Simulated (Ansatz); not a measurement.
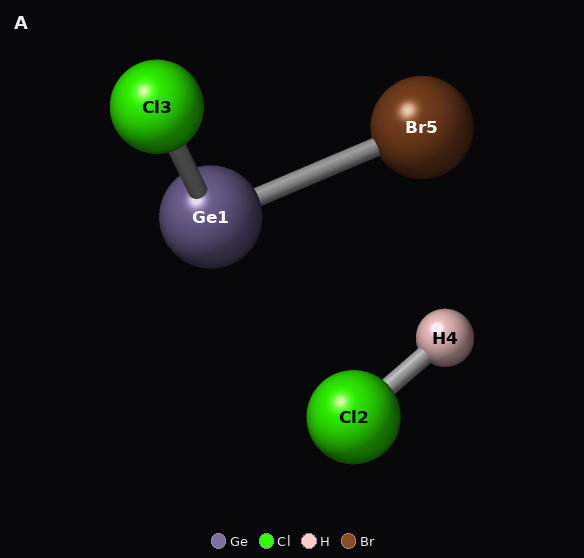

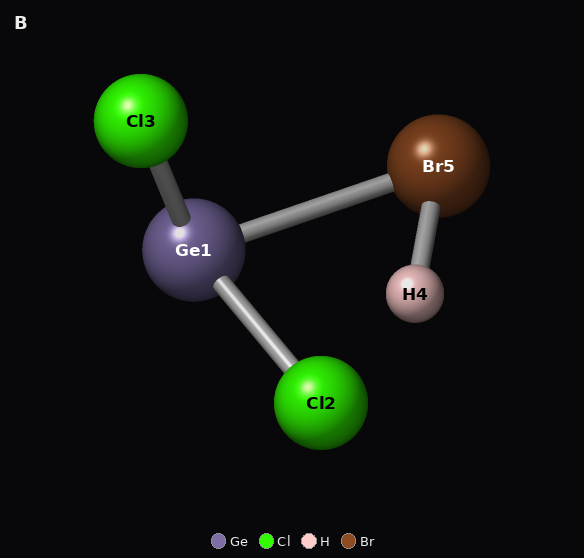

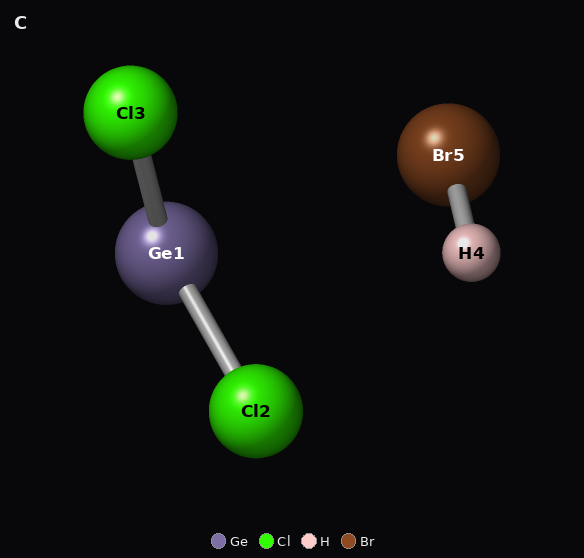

Three stationary points along one reaction path, in mixed order. Sticks follow a distance rule, so a partial bond may show as a full stick or not at all. The species is neutral and a spin singlet. Geometries: PBE0-D4/def2-TZVP; all other levels are single points on them, and energies count from the start as drawn. Program: Ansatz 0.2.0. In CBS estimates cores are frozen, and CCSD(T) − MP2 is taken in the smaller basis.

Question: Which panel shows the transition state?

Answer: B.

Question: Which bonds form and which break from C to A?

Answer: Formed: Ge1–Br5, Cl2–H4; broken: Ge1–Cl2, H4–Br5. At the saddle point Ge1···Br5 is 2.68 Å, Cl2···H4 is 1.64 Å, Ge1···Cl2 is 2.42 Å, H4···Br5 is 1.63 Å.

Give the electronic barrier and the reaction energy from C to A in kcal/mol (no zero-point energy) with CCSD(T)/CBS (MP2 limit from def2-TZVPP and def2-QZVPP plus CCSD(T) − MP2); PBE-QIDH (frozen core)/def2-TZVPP; B2PLYP (frozen core)/def2-TZVPP; BHLYP-D4/def2-TZVPP; SPW92 (LDA)/def2-TZVPP.

| level | barrier | reaction energy |
| --- | --- | --- |
| CCSD(T)/CBS (MP2 limit from def2-TZVPP and def2-QZVPP plus CCSD(T) − MP2) | 7.3 | −1.8 |
| PBE-QIDH (frozen core)/def2-TZVPP | 5.6 | −2.2 |
| B2PLYP (frozen core)/def2-TZVPP | 6.5 | −2.1 |
| BHLYP-D4/def2-TZVPP | 9.1 | −2.2 |
| SPW92 (LDA)/def2-TZVPP | −4.1 | −2.7 |

Where the saddle lies below an end point, that level has no barrier at this geometry, which was found with another level.
